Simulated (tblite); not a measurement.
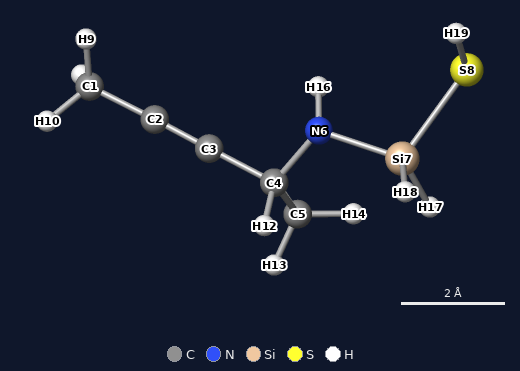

**Figure 1.** The input geometry (ball-and-stick view, seen at a tilt; atoms are numbered from 1 in the order of the input).

**C$_{5}$H$_{11}$NSSi: geometry relaxation (part 1 of 2)**

C$_{5}$H$_{11}$NSSi, computed with GFN2-xTB geometry optimisation, gas phase (tblite 0.8.0).

It belongs to a series of runs on one base structure; here: H on C replaced by propynyl.

The input:
```
{"job": {"kind": "relax", "xc": "GFN2-xTB", "basis": "xTB"}, "charge": 0, "multiplicity": 1}
C     -3.490400     1.567500    -0.377600
C     -2.265100     0.832400    -0.114600
C     -1.238800     0.206500     0.138000
C     -0.005200    -0.525500     0.440300
C     -0.081000    -1.833600    -0.324100
N      1.068200     0.323500     0.020800
Si     2.698700    -0.327700     0.284100
S      4.060900     0.800500    -0.942900
H     -3.273800     2.649900    -0.441500
H     -4.216200     1.403200     0.459100
H     -3.992500     1.222400    -1.310600
H     -0.014700    -0.788500     1.516600
H     -0.651500    -2.608000     0.233600
H      0.901000    -2.182200    -0.680200
H     -0.721600    -1.596400    -1.224200
H      0.931900     0.724300    -0.915500
H      2.788000    -1.745100    -0.040700
H      3.157400    -0.171200     1.677600
H      4.335000     2.057100    -0.390500
```

The first line tells a small driver script what to run in tblite; the rest is the geometry in Å.

Hardware: 1 CPU thread, shared host.

Command:
```bash
OMP_NUM_THREADS=1 python <driver script> task.json out
```

What the program printed:
```
step      E/eV     max force
  0    -657.95906    3.134
  1    -658.00754    8.366
  2    -658.26944    1.451
  3    -658.33742    0.886
  4    -658.39871    0.487
  5    -658.45870    0.760
  6    -658.49002    0.553
  7    -658.51416    0.335
  8    -658.53237    0.319
  9    -658.55136    0.356
 10    -658.56590    0.270
 11    -658.57725    0.237
 12    -658.58521    0.185
 13    -658.59091    0.190
 14    -658.59554    0.153
 15    -658.60047    0.181
 16    -658.60572    0.193
 17    -658.61023    0.172
 18    -658.61337    0.152
 19    -658.61597    0.157
 20    -658.61906    0.168
 21    -658.62288    0.216
 22    -658.62702    0.199
 23    -658.63097    0.158
 24    -658.63457    0.143
 25    -658.63839    0.163
 26    -658.64341    0.213
 27    -658.64964    0.204
 28    -658.65591    0.240
 29    -658.66217    0.227
 30    -658.66772    0.161
 31    -658.67121    0.144
 32    -658.67405    0.106
 33    -658.67707    0.139
 34    -658.68027    0.147
 35    -658.68327    0.117
 36    -658.68547    0.125
 37    -658.68713    0.206
 38    -658.68930    0.116
 39    -658.69203    0.095
 40    -658.69323    0.094
 41    -658.69433    0.094
 42    -658.69541    0.089
 43    -658.69688    0.075
 44    -658.69839    0.088
 45    -658.69960    0.091
 46    -658.70050    0.089
 47    -658.70135    0.074
 48    -658.70233    0.084
 49    -658.70340    0.075
 50    -658.70423    0.079
 51    -658.70477    0.053
 52    -658.70525    0.056
 53    -658.70593    0.078
 54    -658.70694    0.106
 55    -658.70809    0.106
 56    -658.70918    0.082
 57    -658.71006    0.067
 58    -658.71078    0.074
 59    -658.71153    0.071
 60    -658.71232    0.057
 61    -658.71309    0.056
 62    -658.71386    0.062
 63    -658.71452    0.052
 64    -658.71499    0.050
 65    -658.71538    0.049
 66    -658.71574    0.054
 67    -658.71615    0.053
 68    -658.71647    0.041
 69    -658.71674    0.040
 70    -658.71695    0.028
 71    -658.71715    0.036
 72    -658.71736    0.034
 73    -658.71758    0.028
 74    -658.71780    0.037
 75    -658.71804    0.043
 76    -658.71836    0.045
 77    -658.71876    0.040
 78    -658.71910    0.034
 79    -658.71931    0.031
 80    -658.71944    0.038
 81    -658.71960    0.038
 82    -658.71982    0.055
 83    -658.72014    0.058
 84    -658.72051    0.044
 85    -658.72082    0.043
 86    -658.72112    0.044
 87    -658.72165    0.066
 88    -658.72208    0.065
 89    -658.72242    0.041
 90    -658.72261    0.037
 91    -658.72285    0.043
 92    -658.72313    0.056
 93    -658.72350    0.059
 94    -658.72381    0.036
 95    -658.72403    0.031
 96    -658.72421    0.028
 97    -658.72440    0.042
 98    -658.72458    0.038
 99    -658.72471    0.041
100    -658.72484    0.032
101    -658.72498    0.032
102    -658.72513    0.045
103    -658.72540    0.047
104    -658.72560    0.078
105    -658.72561    0.141
106    -658.72573    0.014
107    -658.72576    0.014
108    -658.72580    0.023
109    -658.72583    0.019
110    -658.72585    0.010
```

Trajectory as extended XYZ (Å, eV, eV/Å), 12 of the 111 frames kept, from step=0 to step=110:
```
19
Properties=species:S:1:pos:R:3:forces:R:3 step=0 energy=-657.95906
C    -3.4904    1.5675   -0.3776   -0.5510  -0.0390   0.1470
C    -2.2651    0.8324   -0.1146    2.2030  -1.3860   0.5470
C    -1.2388    0.2065    0.1380   -2.7210   1.5480  -0.1380
C    -0.0052   -0.5255    0.4403   -1.2810   0.1060   0.0680
C    -0.0810   -1.8336   -0.3241   -1.2560  -0.6070  -1.4520
N     1.0682    0.3235    0.0208    2.3980  -0.3560   0.0720
Si    2.6987   -0.3277    0.2841   -1.0080   0.9950   0.5480
S     4.0609    0.8005   -0.9429    0.4900   0.8570  -0.0750
H    -3.2738    2.6499   -0.4415   -0.1240  -0.5260  -0.0510
H    -4.2162    1.4032    0.4591    0.6000   0.1310  -0.5600
H    -3.9925    1.2224   -1.3106    0.4920   0.2530   0.5410
H    -0.0147   -0.7885    1.5166    0.5840   0.6280  -0.2210
H    -0.6515   -2.6080    0.2336    0.6990   0.4210  -0.3000
H     0.9010   -2.1822   -0.6802   -0.7170  -0.0480   0.3720
H    -0.7216   -1.5964   -1.2242    0.7770  -0.5710   0.4900
H     0.9319    0.7243   -0.9155   -0.1890  -0.2400   0.5910
H     2.7880   -1.7451   -0.0407    0.4350   0.0550  -0.1930
H     3.1574   -0.1712    1.6776   -0.2430   0.0850  -0.2570
H     4.3350    2.0571   -0.3905   -0.5890  -1.3070  -0.1300
19
Properties=species:S:1:pos:R:3:forces:R:3 step=10 energy=-658.56590
C    -3.4956    1.5661   -0.3651    0.1520  -0.0500   0.0340
C    -2.2688    0.8366   -0.0930    0.1230  -0.0110   0.1000
C    -1.2615    0.2583    0.2181   -0.2140   0.0850  -0.1410
C    -0.0427   -0.5173    0.4111   -0.0130   0.0760  -0.0960
C    -0.1693   -1.8427   -0.3841    0.1100   0.1420   0.1870
N     1.1214    0.2691    0.0021   -0.1290  -0.1200  -0.0610
Si    2.7145   -0.2778    0.3084    0.0330  -0.0860  -0.0220
S     4.0730    0.7672   -0.9996   -0.0330   0.0940   0.1040
H    -3.2731    2.6353   -0.4503   -0.0900  -0.1830   0.0180
H    -4.1983    1.4045    0.4589    0.0640   0.0680  -0.1870
H    -3.9402    1.2151   -1.3031    0.0680   0.0690   0.2070
H     0.0866   -0.7124    1.4864    0.0180  -0.1500  -0.1800
H    -0.6656   -2.6033    0.2149   -0.0600   0.0840  -0.0590
H     0.8286   -2.1918   -0.6323   -0.0520  -0.1100   0.0140
H    -0.7226   -1.7005   -1.3132    0.0340   0.0750   0.1520
H     0.9416    0.7616   -0.8633    0.0190   0.0220   0.0100
H     2.9653   -1.6626   -0.0871    0.1260  -0.0440   0.0360
H     3.1084   -0.0869    1.7049   -0.0910   0.1050  -0.1180
H     4.1885    1.8908   -0.3061   -0.0650  -0.0670   0.0040
19
Properties=species:S:1:pos:R:3:forces:R:3 step=20 energy=-658.61906
C    -3.4784    1.5714   -0.3464    0.0500  -0.0330   0.0200
C    -2.2518    0.8601   -0.0513   -0.0110   0.0100   0.0010
C    -1.2480    0.2568    0.2076    0.1200  -0.0560   0.0510
C    -0.0287   -0.5260    0.3854   -0.0550   0.0520   0.0180
C    -0.1848   -1.8513   -0.3824   -0.0440   0.0480   0.0290
N     1.1337    0.2303   -0.0546    0.0680  -0.0510  -0.0170
Si    2.7248   -0.3105    0.2725   -0.0780   0.0480  -0.0500
S     4.0639    0.7991   -0.9930    0.0000  -0.0310  -0.0300
H    -3.2790    2.6382   -0.4459   -0.0020  -0.0140   0.0090
H    -4.2043    1.4181    0.4530    0.0400   0.0080  -0.0220
H    -3.8982    1.1996   -1.2820   -0.0020   0.0240   0.0270
H     0.1226   -0.7466    1.4522    0.0030   0.0470  -0.0820
H    -0.7417   -2.5625    0.2233   -0.0900   0.0160  -0.1260
H     0.7966   -2.2686   -0.5928   -0.0690  -0.0230  -0.0060
H    -0.7116   -1.6722   -1.3209    0.0850  -0.1170   0.0850
H     0.9474    0.7835   -0.8802    0.0010  -0.0810  -0.0300
H     3.0855   -1.6923   -0.0569   -0.0350   0.0570   0.0340
H     3.0342    0.0029    1.6620    0.0250  -0.0240   0.0390
H     4.1083    1.8793   -0.2420   -0.0060   0.1190   0.0500
19
Properties=species:S:1:pos:R:3:forces:R:3 step=30 energy=-658.66772
C    -3.4248    1.5797   -0.3064   -0.0190   0.0120  -0.0070
C    -2.1962    0.8819   -0.0121   -0.0510  -0.0260  -0.0240
C    -1.1955    0.2665    0.2215    0.0560  -0.1510   0.0100
C    -0.0055   -0.5606    0.3434   -0.0020   0.0340   0.0340
C    -0.2569   -1.8942   -0.3841   -0.0080   0.1170   0.0170
N     1.1472    0.1439   -0.1874    0.0440   0.0100   0.0270
Si    2.7385   -0.2744    0.2579   -0.0670  -0.0050  -0.0250
S     4.0537    0.9284   -0.9358    0.0660  -0.0310  -0.0990
H    -3.2352    2.6445   -0.4136   -0.0200   0.0860   0.0130
H    -4.1546    1.4187    0.4846    0.0070   0.0250   0.0610
H    -3.8336    1.1943   -1.2388   -0.0460   0.0220  -0.0650
H     0.2133   -0.7509    1.4019   -0.0520  -0.0600  -0.0280
H    -0.9978   -2.4911    0.1445    0.0450   0.0630   0.0220
H     0.6781   -2.4481   -0.4429   -0.0970  -0.0130  -0.0460
H    -0.6381   -1.6923   -1.3858    0.1390  -0.0730   0.0370
H     0.9525    0.6521   -1.0390    0.0070  -0.0980   0.0010
H     3.1577   -1.6507    0.0173    0.0400  -0.0490  -0.0820
H     2.9877    0.0624    1.6516   -0.0300   0.0540   0.1190
H     3.9997    1.9992   -0.1690   -0.0140   0.0830   0.0360
19
Properties=species:S:1:pos:R:3:forces:R:3 step=40 energy=-658.69323
C    -3.4030    1.5953   -0.2864   -0.0120   0.0190   0.0000
C    -2.1790    0.8742   -0.0192    0.0000  -0.0090  -0.0050
C    -1.1856    0.2459    0.2172   -0.0060  -0.0130  -0.0150
C     0.0057   -0.5836    0.3305    0.0260   0.0170  -0.0300
C    -0.2776   -1.9119   -0.3857   -0.0100  -0.0220   0.0200
N     1.1547    0.1126   -0.2166    0.0100   0.0170  -0.0140
Si    2.7504   -0.2521    0.2617   -0.0050  -0.0070   0.0050
S     4.0608    0.9950   -0.8998    0.0130   0.0220   0.0020
H    -3.2106    2.6621   -0.3814    0.0510   0.0390   0.0160
H    -4.1168    1.4375    0.5202   -0.0110  -0.0100   0.0330
H    -3.8375    1.2342   -1.2180   -0.0260  -0.0040  -0.0150
H     0.2341   -0.7853    1.3844   -0.0540   0.0270  -0.0220
H    -1.1176   -2.4007    0.1029    0.0300  -0.0740  -0.0500
H     0.5941   -2.5633   -0.3510   -0.0360   0.0570   0.0390
H    -0.5410   -1.7288   -1.4265    0.0320   0.0040   0.0350
H     0.9745    0.4971   -1.1344   -0.0080  -0.0290   0.0260
H     3.2236   -1.6088   -0.0031    0.0440  -0.0090  -0.0010
H     2.9280    0.1115    1.6643   -0.0210  -0.0170   0.0040
H     3.9330    2.0783   -0.1514   -0.0150  -0.0080  -0.0270
19
Properties=species:S:1:pos:R:3:forces:R:3 step=50 energy=-658.70423
C    -3.4021    1.6177   -0.2715    0.0020   0.0190   0.0040
C    -2.1903    0.8658   -0.0374   -0.0010   0.0220  -0.0070
C    -1.1918    0.2393    0.1790    0.0030  -0.0090   0.0110
C    -0.0070   -0.5931    0.3231    0.0370   0.0150  -0.0430
C    -0.2726   -1.9303   -0.3781    0.0230  -0.0360  -0.0180
N     1.1553    0.0806   -0.2308   -0.0060   0.0560  -0.0380
Si    2.7551   -0.2563    0.2597   -0.0280   0.0030  -0.0010
S     4.0650    1.0161   -0.8782   -0.0090   0.0210   0.0010
H    -3.1752    2.6799   -0.3476    0.0030   0.0240  -0.0060
H    -4.0992    1.4639    0.5513   -0.0150  -0.0020  -0.0050
H    -3.8657    1.2855   -1.2006   -0.0150   0.0140   0.0180
H     0.1938   -0.7668    1.3876    0.0140   0.0050  -0.0450
H    -1.1453   -2.4168    0.0512    0.0270  -0.0020   0.0030
H     0.5921   -2.5815   -0.2754   -0.0070  -0.0110   0.0010
H    -0.4602   -1.7518   -1.4360    0.0110  -0.0440   0.0190
H     0.9848    0.4175   -1.1708   -0.0040  -0.0300   0.0730
H     3.3014   -1.5847   -0.0119   -0.0180  -0.0210   0.0130
H     2.8765    0.1061    1.6662    0.0150  -0.0130   0.0310
H     3.8755    2.1183   -0.1723   -0.0330  -0.0110  -0.0120
```
